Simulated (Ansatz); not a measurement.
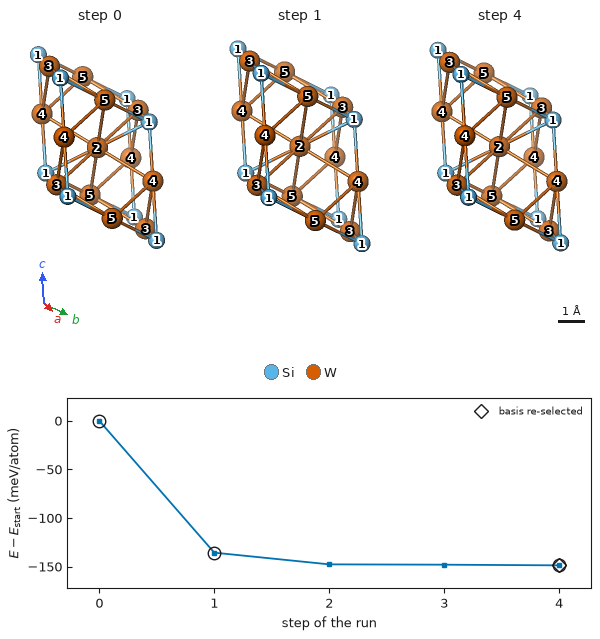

Frames of a relaxation of crystalline SiW4 (a generated structure, set up in Im-3m) (coarse preliminary run), marked on the history of the run. Style: ball-and-stick. Shown: the cell of the calculation, slightly off an axis.

Level of theory: DFT PBE, scalar-relativistic, plane waves, PAW in Ansatz. Settings: plane-wave cutoff 420 eV; k-point mesh 4 × 4 × 4; occupations gaussian; smearing width 0.1 eV; no spin polarisation; cell and atoms relaxed; force threshold 0.04 eV/Å; at most 70 steps.

Q: Describe the path.

A: The atoms keep their places relative to the cell (all moves are under 0.005 Å). Cell: a = b = c 4.722 → 4.898 Å (+3.7 %). Volume +11.6 %. Near-neighbour distances that change, for instance: W2–W3 2.726 → 2.828 Å, Si1–W2 2.361 → 2.449 Å. The space group stays Im-3m (No. 229). The energy falls by 149 meV per atom in 3 accepted moves (4 points after the start). All forces vanish by symmetry, so only the cell relaxes. Pressure: 27.72 GPa at the start and 0.05 GPa at the end. The SCF was repeated once at an unchanged geometry on a basis and grid sized afresh for the cell, which shifted the energy by 0.7 meV per atom at most. From step 0 to 1: volume +15.3 %, energy −136 meV per atom. From step 1 to 4: volume −3.3 %, energy −13.1 meV per atom.

```csv
step,"E − E(0), meV/atom","pressure, GPa","volume, Å³/atom",note
0,0.00,27.72,16.211,
1,-135.56,-6.25,18.700,
2,-147.60,-1.03,18.186,
3,-147.93,0.05,18.088,
4,-148.61,0.05,18.088,"same geometry, new basis"
```
